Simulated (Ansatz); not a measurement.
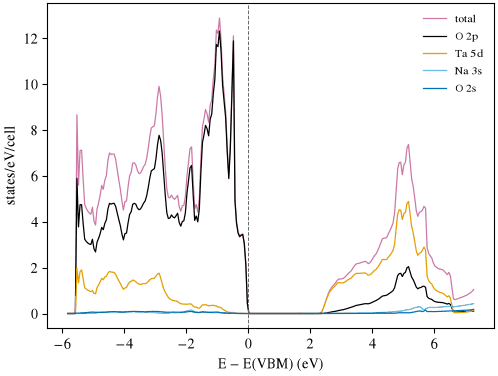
Fig. 1. Total and projected density of states of NaTaO₃ in space group P4/mbm (No. 127; Na on 2c, Ta on 2a, O on 4g, O on 2b), plane-wave PAW PBEsol (Ansatz code)

Problem. Which orbitals carry the states next to the gap?

Solution. Top 1 eV of the valence band: O 2p 97 %. Bottom 1 eV of the conduction band: Ta 5d 89 %, O 2p 9 %. Projections are on Löwdin-orthogonalised atomic valence shells; empty p or d shells of many metals are not among them.

Problem. Where is the tallest occupied peak in this window, and what makes it?

Solution. Near -0.9 eV, about 13 states/eV per cell; the largest projected share is O 2p.

The workflow started from a Materials Project entry (that database holds measured and hypothetical structures alike); the Crystallography Open Database files this formula in space group No. 127, but the cells were not matched. Its standing as an ambient phase is unchecked. Symmetry was held in the PBEsol relaxation; whether a distortion lowers the energy is not shown. The run is not spin-polarised. Scalar-relativistic: spin–orbit coupling is off unless named, which matters more the heavier the elements.

Potentials: the later of the program's two PAW sets.
